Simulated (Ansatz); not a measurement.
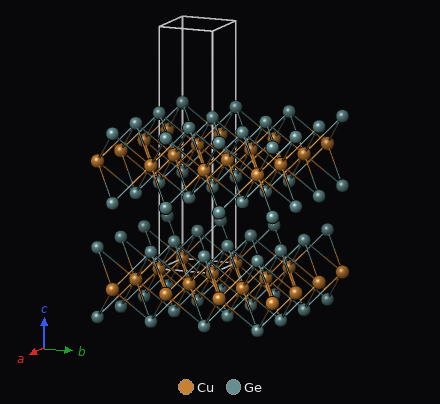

System CuGe₂ (space group I4/mmm, No. 139); source of the atomic positions: the geometry relaxed with DFT PBE, scalar-relativistic, plane waves, PAW in Ansatz 0.2.0; the starting structure was generated, so it need not be a known form of this composition.

Bonds are taken as Cu–Ge below 3 Å. Simplification: prune 0- and 1-connected atoms, fold 2-connected ones into links.

> What kind of net remains, and which atoms are its nodes?

A binodal (4,8)-connected, two-periodic (layers) net: Ge is a 4-connected node; Cu is an 8-connected node, in the ratio 2:1.

> How do the layers lie?

The layers lie parallel to (001).

> Give the first six terms of the coordination sequence (nodes one, two, three … edges away).

Ge: 4, 17, 12, 32, 20, 48; Cu: 8, 8, 24, 16, 40, 24.

> How many nodes does the smallest cycle have?

Four.

The simplified net, drawn on the atoms' positions. Nodes are coloured by element. One layer is drawn. Short stubs are edges that leave the cut-out.

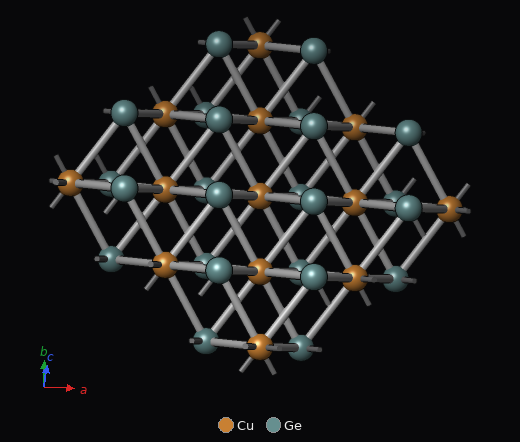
